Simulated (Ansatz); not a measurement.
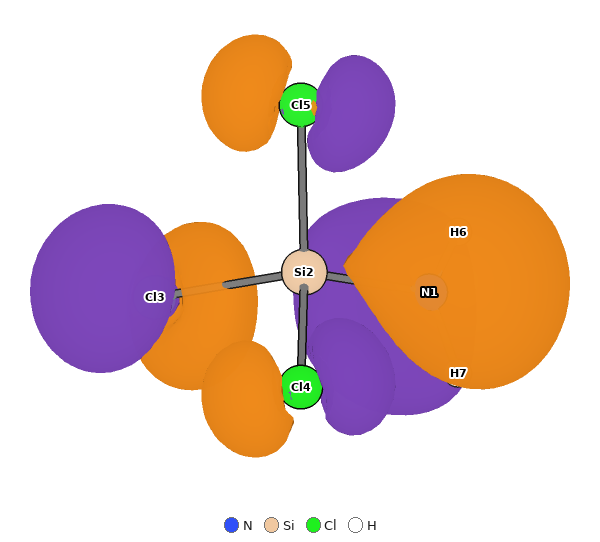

*Cl3H2NSi. The HOMO at ±0.08 Å⁻³ᐟ² (orange and purple are the two phases), seen at a tilt.*

Geometry: PBE0-D4/def2-TZVP.

All numbers below come from Ansatz, RKS PBE0-D4/def2-TZVPP.

| atom | x (Å) | y (Å) | z (Å) |
| --- | --- | --- | --- |
| N | 0.0640 | 0.9080 | 0.6378 |
| Si | -0.0369 | -0.4229 | -0.3877 |
| Cl | 0.3475 | -2.2304 | 0.4829 |
| Cl | -1.9267 | -0.5145 | -1.1271 |
| Cl | 1.3245 | -0.1842 | -1.8763 |
| H | 0.9582 | 1.2702 | 0.9256 |
| H | -0.6692 | 1.1058 | 1.2988 |

Where does this orbital lie, and at what energy?

Answer. Its weight (Hirshfeld) is mainly on N1 (about 60 %), Cl3 (about 15 %) and Si2 (about 10 %). Its energy is −8.35 eV.
